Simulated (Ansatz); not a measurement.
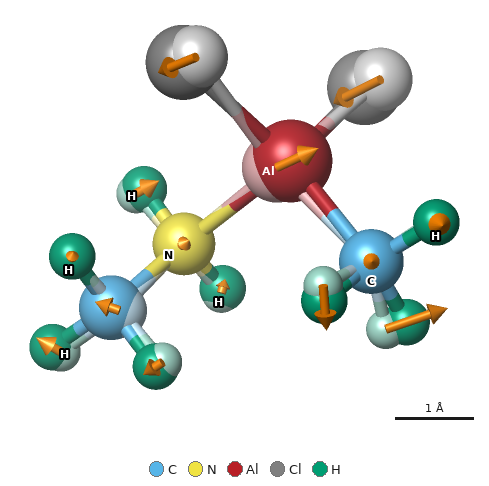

A relaxation of C2H8AlCl2N (coarse preliminary run). The starting structure is drawn faded, the final one solid; orange arrows show the displacements, magnified 3 times. The two geometries are superimposed by the best rigid fit.

Style: ball-and-stick. Shown from a free direction.

The start comes from a force field.

Method: RKS PBE-D4/def2-SVP in Ansatz.

The input:
```yaml
crystal:
  periodic: [false, false, false]
  atoms:
    - {symbol: C, position_ang: [-1.251600, -0.016200, -1.231400]}
    - {symbol: N, position_ang: [-0.123900, 0.840900, -0.963000]}
    - {symbol: Al, position_ang: [0.486200, 0.582600, 0.818500]}
    - {symbol: C, position_ang: [1.027100, -1.330700, 1.112600]}
    - {symbol: Cl, position_ang: [2.342500, 1.785600, 1.125100]}
    - {symbol: Cl, position_ang: [-1.033800, 1.223100, 2.274900]}
    - {symbol: H, position_ang: [-2.104500, 0.293700, -0.548900]}
    - {symbol: H, position_ang: [-1.604100, 0.230200, -2.290800]}
    - {symbol: H, position_ang: [-1.057700, -1.035800, -1.101200]}
    - {symbol: H, position_ang: [-0.362500, 1.852700, -1.073200]}
    - {symbol: H, position_ang: [0.625600, 0.590200, -1.617200]}
    - {symbol: H, position_ang: [0.035000, -1.901200, 1.305500]}
    - {symbol: H, position_ang: [1.567600, -1.417200, 1.983400]}
    - {symbol: H, position_ang: [1.441300, -1.727200, 0.234700]}
basis:
  gaussian: {orbitals: def2-SVP}
hamiltonian: {xc: pbe, dispersion: d4}
relax: {f_tol: 0.03, max_steps: 200}
```

Launched with:
```bash
ansatz run in.yaml --threads 4 --pin off --events-out ev --progress --plain --max-ram 11315MiB
```

**What happened in the run?**

After 7 geometry steps the energy has fallen by 92.7 kJ/mol. Largest force component: 4.9 eV/Å at the start, 0.019 eV/Å at the end. The largest move after the best rigid fit is that of Cl5, 0.31 Å. Largest moves by element: Cl 0.31 Å, H 0.28 Å, Al 0.22 Å, C 0.11 Å, N 0.06 Å. Some distances before and after: N2–Al3 1.901 → 2.050 Å, C4–H13 1.029 → 1.111 Å, Al3–Cl5 2.233 → 2.157 Å, C1–H9 1.046 → 1.106 Å. Bond angles that change, for instance: N2–Al3–Cl6 111.0° → 97.5°, C4–Al3–Cl5 105.6° → 118.1°, N2–Al3–Cl5 108.8° → 96.8°.
